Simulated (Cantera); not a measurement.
Input: 1 mol TEOS, 0.79 mol O2, held at 75.0 Pa.

Equilibrium computed with Cantera from the NASA thermochemical tables; the gas is ideal and each condensed phase is pure. Candidate condensed phases: C, C6H6, C7H8, C8H18, H2O, Si, SiC, SiO2; 123 gas species. The feed counts by its element totals alone. The tables hold silica as quartz up to 1696 K and as liquid above; real silica turns to tridymite and cristobalite and melts near 1996 K. The numbers say what is thermodynamically allowed, not how fast it happens.

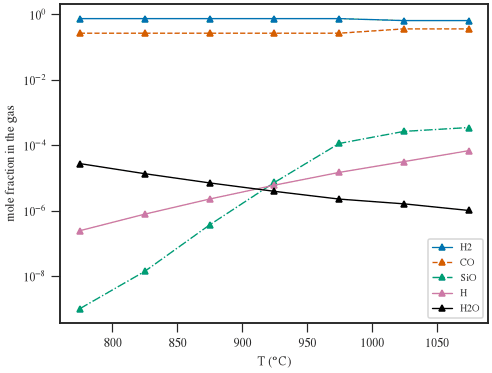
*Equilibrium gas composition (values under 1e-9 drawn at 1e-9)*

From 775 °C to 975 °C the condensed part is C(graphite) + SiO2(β-quartz). From 1025 °C to 1075 °C the condensed part is C(graphite) + SiC(s).
